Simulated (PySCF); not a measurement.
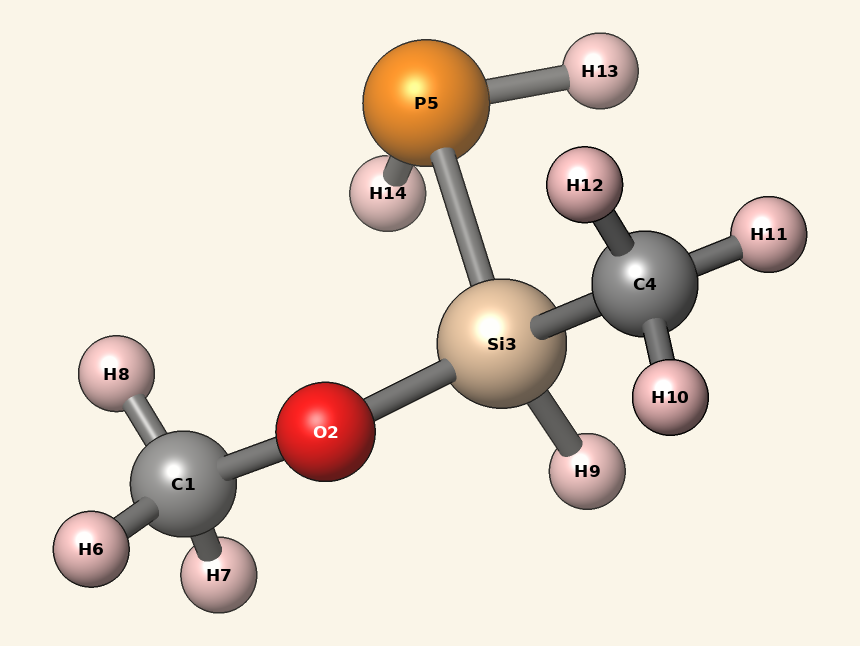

Depth is shown by fading: the farther an atom, the more it takes the colour of the background. Computed geometry: PBE0-D3(BJ)/def2-SVP optimisation. No frequency run is at hand to confirm it as a minimum.

Q: Find the stereocentres and stereogenic double bonds.

A: Centres: Si3.

Q: Give the R/S and E/Z labels.

A: Si3: S (priorities P5 > O2 > C4 > H9).
